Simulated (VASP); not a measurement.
```
W2N
1.0
    6.69482     0.00000     0.00000
   -3.34741     5.79788     0.00000
    0.00000     0.00000     2.81561
W N
6 3
Cartesian
  1.57773   0.00000   0.00000
  5.90595   1.36636   2.81561
  2.55854   4.43152   0.00000
  3.87919   0.00000   1.40781
 -1.93960   3.35948   1.40781
  1.40781   2.43840   1.40781
  6.69482   0.00000   1.40781
  0.00000   3.86526   0.00000
  3.34741   1.93263   0.00000
```

Calculation: PBEsol GGA, VASP's PBE PAW potentials (set 64) (plane waves; VASP). Run with 520 eV cut-off, 6×6×12 Γ-centred mesh, tetrahedra with Blöchl corrections, potentials W_sv N.

Unless said otherwise, spin-orbit coupling is left out, though it shifts the bands of the heavy elements here.

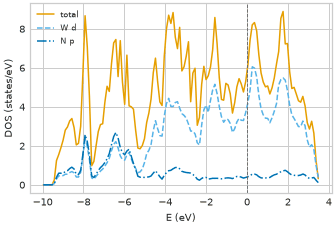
Fig. 1. Total and projected density of states, zero at the Fermi level

Within 2 eV below the Fermi level the largest weight inside VASP's projection spheres is W d.

It has no gap at this level: it comes out as a metal or semimetal.

The structure was generated: W2N was put into the Fe2P type (P-62m), which need not be its known phase. It was relaxed first, which changed the volume by -5 %. The electron count is odd and the run is not spin-polarised, which forces a metal.
